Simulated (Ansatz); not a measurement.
# H3PO (SMILES O=[PH3]): methods side by side

H3PO: 5 atoms, total charge 0, spin state singlet. SMILES: `O=[PH3]`. The coordinates come from a GFN2-xTB relaxation.

```xyz
5

O    -1.3820   -0.3283    0.5330
P    -0.0585   -0.0146    0.0225
H     0.8071    0.5649    0.9394
H     0.6637   -1.0983   -0.4549
H    -0.0302    0.8764   -1.0400
```

Each level gives the energy change with the O1–P2 bond stretched from 1.453 to 2.179 Å (eV). The values are calculated.

```json
{"level": "CAM-B3LYP/STO-3G (restricted)", "kind": "range-separated hybrid", "program": "Ansatz", "value (eV)": "1.64", "less FCI/STO-3G": "+0.77"}
{"level": "B2PLYP/STO-3G (restricted)", "kind": "double hybrid", "program": "Ansatz", "value (eV)": "1.41", "less FCI/STO-3G": "+0.54"}
{"level": "RPA@PBE/STO-3G (restricted)", "kind": "RPA", "program": "Ansatz", "value (eV)": "0.21", "less FCI/STO-3G": "-0.66"}
{"level": "MP2/STO-3G (restricted)", "kind": "perturbation theory", "program": "Ansatz", "value (eV)": "0.96", "less FCI/STO-3G": "+0.09"}
{"level": "BCCD(T)/STO-3G (restricted)", "kind": "coupled cluster or CI", "program": "Ansatz", "value (eV)": "0.87", "less FCI/STO-3G": "0.00"}
{"level": "CCSD/STO-3G (restricted)", "kind": "coupled cluster or CI", "program": "Ansatz", "value (eV)": "0.71", "less FCI/STO-3G": "-0.16"}
{"level": "CCSDT(Q)/STO-3G (restricted)", "kind": "coupled cluster or CI", "program": "Ansatz", "value (eV)": "0.88", "less FCI/STO-3G": "+0.01"}
{"level": "FCI/STO-3G", "kind": "exact in the basis", "program": "Ansatz", "value (eV)": "0.87", "less FCI/STO-3G": "0.00"}
```

FCI/STO-3G is exact within its basis and frozen core, so for wave-function methods in that basis the difference is their error; functionals converge differently with the basis, so for them it is only a difference. The first shape isn't each level's own minimum. The values span 0.21 to 1.64 eV. All rows use very small basis sets, so none should be taken for the real molecule's value.

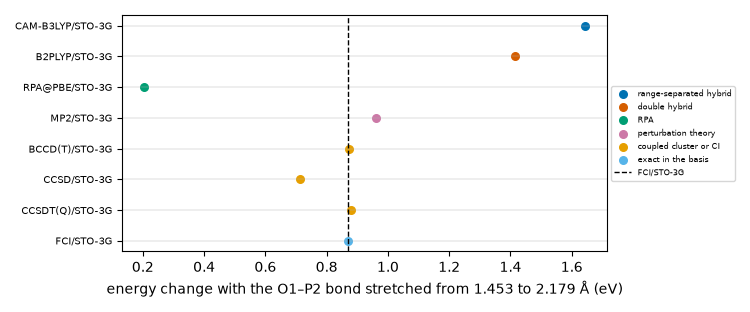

The values of the table, level by level.
